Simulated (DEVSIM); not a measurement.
System: abrupt Si p-n junction, at 300 K.

```
layer (left to right)  material  thickness (μm)  Nd (cm⁻³)  Na (cm⁻³)  τn (s)  τp (s)
---------------------  --------  --------------  ---------  ---------  ------  ------
1                            Si            1.60          -     5.6e17  2.6e-7  2.6e-7
2                            Si            9.00     1.5e14          -  2.6e-7  2.6e-7
```

Left contact: ohmic. Right contact: ohmic. Voltage is applied to the left contact. Recombination: SRH at mid-gap, Auger. Mobility is μmin + (μ − μmin)/(1 + (N/Nref)^α).

This is a model device: material constants are rounded textbook-type values typed into the input, and sizes, dopings and lifetimes were drawn at random. Values at 300 K.

```csv
parameter,Si
gap (eV),1.124
affinity (eV),4.05
permittivity,11.7
Nc (cm⁻³),2.86e19
Nv (cm⁻³),3.1e19
μn (cm²/Vs),1417
μp (cm²/Vs),470
"μn,min",52
"μp,min",45
"Nref,n",9.7e16
"Nref,p",2.2e17
αn,0.68
αp,0.72
Cn (cm⁶/s),2.8e-31
Cp (cm⁶/s),9.9e-32
```

DEVSIM, 1D drift-diffusion, Boltzmann statistics, complete ionisation; no tunnelling, impact ionisation, image-force lowering or self-heating.

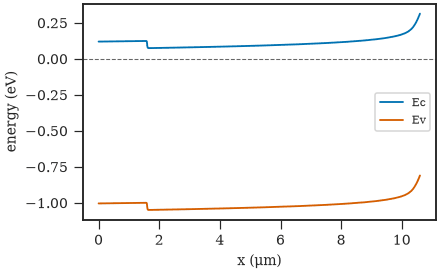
Figure. Band edges at 0.9 V on the left contact

Energies count from the Fermi level of the right contact; mesh points crowd at the junctions.

| x (μm) | Ec (eV) | Ev (eV) | n (cm⁻³) | p (cm⁻³) | field (V/cm) |
|---|---|---|---|---|---|
| 0.000 | 0.120 | -1.004 | 210 | 5.6e17 | 28 |
| 0.02777 | 0.120 | -1.004 | 2.3e14 | 5.6e17 | 28 |
| 0.08667 | 0.120 | -1.004 | 7.1e14 | 5.6e17 | 28 |
| 0.2116 | 0.121 | -1.003 | 1.7e15 | 5.6e17 | 28 |
| 0.6109 | 0.122 | -1.002 | 4.9e15 | 5.6e17 | 28 |
| 1.112 | 0.123 | -1.001 | 8.6e15 | 5.7e17 | 27 |
| 1.383 | 0.124 | -1.000 | 1.1e16 | 5.7e17 | 27 |
| 1.535 | 0.124 | -1.000 | 1.2e16 | 5.7e17 | 27 |
| 1.582 | 0.124 | -1.000 | 1.2e16 | 5.5e17 | -1600 |
| 1.605 | 0.092 | -1.032 | 4.3e16 | 1.6e17 | -17000 |
| 1.640 | 0.075 | -1.048 | 8.1e16 | 8.5e16 | -510 |
| 1.752 | 0.075 | -1.049 | 8.2e16 | 8.2e16 | 37 |
| 1.958 | 0.076 | -1.048 | 8.0e16 | 8.0e16 | 38 |
| 2.401 | 0.078 | -1.046 | 7.6e16 | 7.6e16 | 40 |
| 3.948 | 0.085 | -1.039 | 6.1e16 | 6.1e16 | 50 |
| 6.619 | 0.102 | -1.022 | 3.6e16 | 3.6e16 | 84 |
| 8.772 | 0.128 | -0.996 | 1.6e16 | 1.6e16 | 190 |
| 9.768 | 0.157 | -0.967 | 6.6e15 | 6.5e15 | 460 |
| 10.31 | 0.207 | -0.917 | 1.4e15 | 1.8e15 | 2100 |
| 10.48 | 0.258 | -0.866 | 3.5e14 | 1.1e15 | 4100 |
| 10.56 | 0.293 | -0.831 | 1.9e14 | 6.0e14 | 5000 |
| 10.60 | 0.314 | -0.810 | 1.5e14 | 770000 | 5200 |
